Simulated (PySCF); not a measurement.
Sn(H)(SH)3, H4S3Sn, SMILES [SH][SnH]([SH])[SH] at its CAM-B3LYP/def2-SVP optimised geometry (Å):

```
8

Sn    -0.6793     0.3400     0.0000
S     -1.4482    -0.8441     1.9656
S      1.7402     0.3400     0.0000
S     -1.4440    -0.8624    -1.9557
H     -1.2721     1.9376     0.0000
H     -0.2249    -1.3673     2.1916
H      1.7921    -0.6360    -0.9307
H     -1.7921    -1.9376    -1.2180
```

Method: CAM-B3LYP/def2-TZVP, def2 effective core potentials past Kr (PySCF). The core electrons that the potentials of Sn replace are not part of the density.

Map of the electrostatic potential (hartree/e), clipped to [-0.08, 0.12] on the plane z = 1.0 Å:

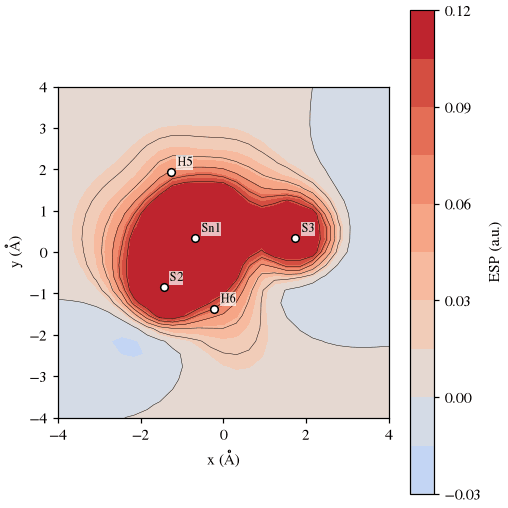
Fig. 1. Electrostatic potential (hartree/e), clipped to [-0.08, 0.12] on the plane z = 1.0 Å.
